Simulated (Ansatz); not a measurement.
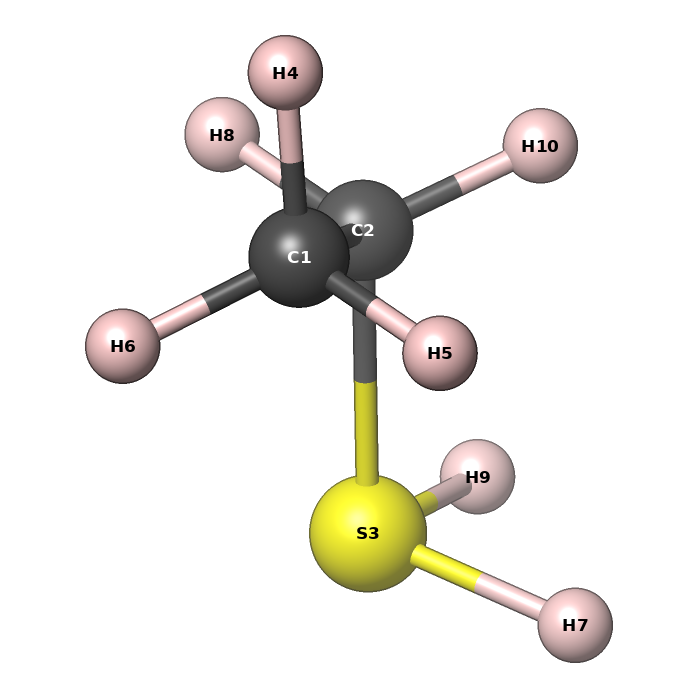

C2 lies behind C1. The molecule seen a little off the C1–C2 bond, C1 in front. Distant atoms are faded towards the background colour. The species has charge +1 and is a spin singlet. The geometry was computed by an optimisation with PBE-D4/def2-SVP. No frequency run is at hand to confirm it as a minimum.

Question: What is the torsion angle H4–C1–C2–S3? The sign is positive where the front bond must turn clockwise to cover the back bond.

Answer: −176°, antiperiplanar (anti). The bonds about C1–C2 are staggered.
